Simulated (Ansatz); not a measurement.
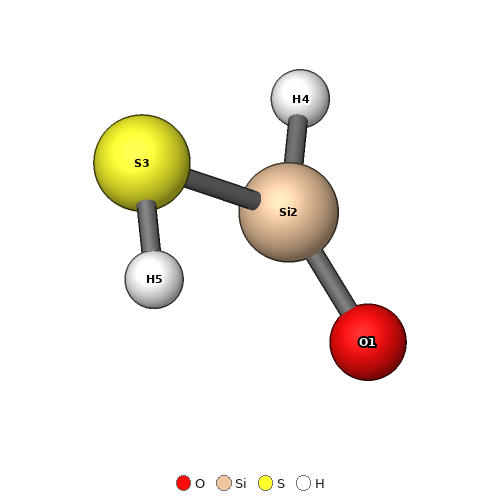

The system is H₂OSSi (SMILES O=[SiH]S) with the probe Cl-; the picture shows it without the atoms that are moved over the map. The probe is moved over a plane parallel to the molecule's main plane, 2.70 Å above it. Coordinates scanned: (1) x of the probe's Cl atom; (2) y of the probe's Cl atom. Nothing is relaxed (molecule and probe rigid). Grid: 11 × 13 points. Energies: kJ/mol, counted from the lowest grid point. Computed with RKS B3LYP-D4/def2-SVPD in Ansatz 0.2.0.

Range: x of the probe's Cl atom from −2.90 to 2.90 Å; y of the probe's Cl atom from −3.48 to 3.48 Å.

**What will the energy surface look like?**

The lowest grid point is at x of the probe's Cl atom = 0.00 Å, y of the probe's Cl atom = 1.16 Å [nearest 1 Si at 2.78 Å and 1 H at 2.83 Å]. There is a further well near x of the probe's Cl atom = −2.32 Å, y of the probe's Cl atom = −2.32 Å [nearest 1 H at 2.98 Å] (78 kJ/mol above the lowest at that grid point). The highest grid point, x of the probe's Cl atom = 2.90 Å, y of the probe's Cl atom = −1.16 Å [nearest 1 O at 3.15 Å], lies 151 kJ/mol above the lowest. On the interpolated surface the easiest way out of the lowest well to the well at x of the probe's Cl atom = −2.32 Å, y of the probe's Cl atom = −2.32 Å [nearest 1 H at 2.98 Å] passes a barrier of about 85 kJ/mol. Near the minimum the curvatures are about 0.67 and 0.95 eV/Å² along the soft and the stiff direction.

```tsv
y of the probe's Cl atom ↓, x of the probe's Cl atom →	−2.90	−2.32	−1.74	−1.16	−0.58	0.00	0.58	1.16	1.74	2.32	2.90
3.48	88	82	76	70	67	67	71	78	88	99	108
2.90	83	75	66	58	52	52	57	67	81	95	107
2.32	79	69	58	46	36	34	40	54	73	92	108
1.74	78	69	56	38	21	14	21	42	69	94	112
1.16	83	80	70	45	15	0	10	40	74	102	120
0.58	91	100	97	69	28	5	18	55	93	117	131
0.00	96	112	120	96	54	30	45	83	117	135	142
−0.58	92	108	118	105	76	60	75	108	134	145	149
−1.16	84	93	101	97	84	80	95	119	139	148	151
−1.74	80	82	85	86	85	90	104	123	138	147	151
−2.32	80	78	79	81	86	95	109	124	136	144	149
−2.90	84	82	82	84	91	101	113	125	135	142	146
−3.48	90	88	89	92	98	106	116	126	134	139	143
```

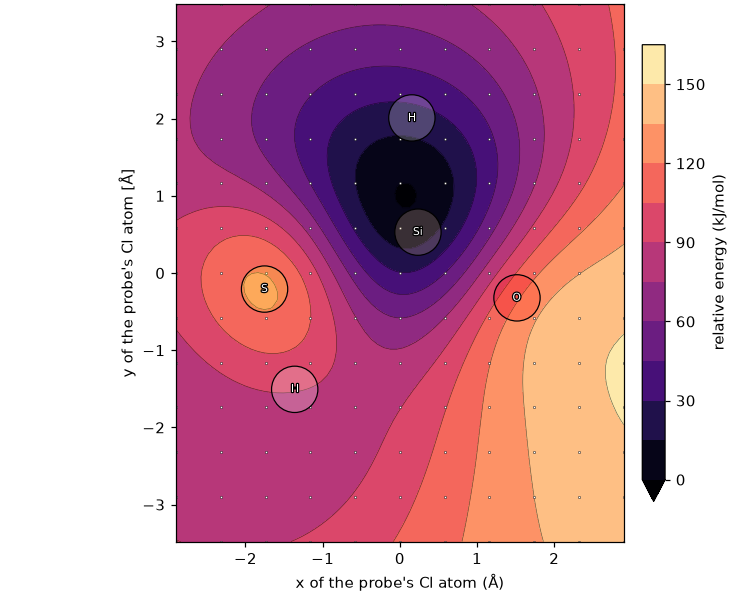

In the figure: filled contours, dots at the grid points, labelled circles for the molecule's atoms, projected on the plane. Between grid points the surface is interpolated.

Each point was launched as `ansatz run input.yaml --threads 1 --pin off --max-ram 2560MiB --backend cpu --events-out ev --progress --plain --runs-dir out`. The whole map (143 points run) took 13 min on 1 thread of Arm Neoverse V1, with other jobs on the host.
